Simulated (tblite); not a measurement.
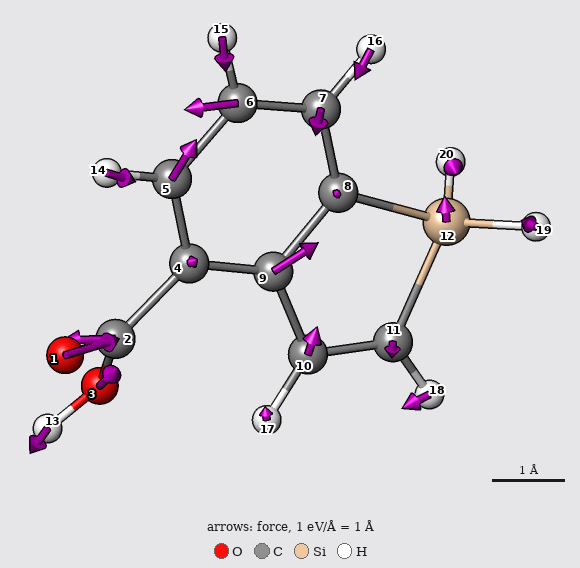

Starting geometry of C9H8O2Si with the computed forces as purple arrows. A ball-and-stick model, seen at a tilt.

All numbers below come from GFN2-xTB geometry optimisation, gas phase in tblite. 

**What follows when this structure is relaxed?**

It isn't relaxed: the largest force vector, on O1, is 1.08 eV/Å. The final displacements have little in common with the starting forces (cosine between the two patterns 0.29). After 62 geometry steps the energy has fallen by 0.159 eV. The largest move after the best rigid fit is that of O1, 0.27 Å. Largest moves by element: O 0.27 Å, H 0.20 Å, C 0.07 Å, Si 0.01 Å. Some distances before and after: C5–C6 1.401 → 1.378 Å, C9–C10 1.479 → 1.458 Å, Si12–H20 1.485 → 1.464 Å, C8–C9 1.428 → 1.410 Å. Bond angles that change, for instance: Si12–C11–H18 121.0° → 127.4°, C2–O3–H13 104.3° → 109.2°, C10–C11–H18 125.8° → 121.5°.
